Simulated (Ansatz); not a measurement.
Relaxed Bi (A7 type, space group R-3m):

```
CELL_PARAMETERS angstrom
      2.26080     1.30527     4.00940
     -2.26080     1.30527     4.00940
      0.00000    -2.61055     4.00940
ATOMIC_POSITIONS crystal
  Bi 0.23374 0.23374 0.23374
  Bi 0.76626 0.76626 0.76626
```

In each cell atom 1 (Bi, nearest neighbour Bi at 3.069 Å; its periodic images, 4.5 Å or more away, move with it) moves by s·(0.577, 0.577, 0.577) (along Cartesian [111]), the rest being held.

Computed with r2SCAN+rVV10 (plane waves to 500 eV, PAW, scalar-relativistic; Ansatz, a program for electronic structure). k mesh 10×10×10 (Γ-centred), Fermi-Dirac smearing 0.05 eV. Energies are smeared free energies. With partly filled bands, energies and forces of such displacements shift with the k mesh and the smearing. Bi was relaxed with its symmetry unable to fall. Spin-orbit coupling is left out, though Bi is heavy. The PAW data are Ansatz's earlier set. ΔE is measured from the undisplaced structure.

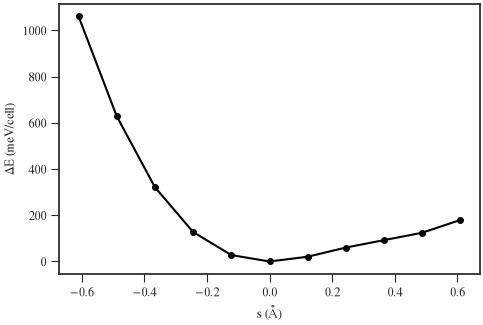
Fig. 1. ΔE (meV/cell) against s (Å); computed points joined by lines.

Is the energy the same for displacements of ±0.610 Å, and if not, which side lies higher?

Not even: the negative side lies higher at ±0.610 Å.

What is the energy change at s = 0.610 Å?

About 180 meV/cell.

(A displaced cell: forces are minus the slopes of the energy, force constants its curvatures, and phonons follow from these.)
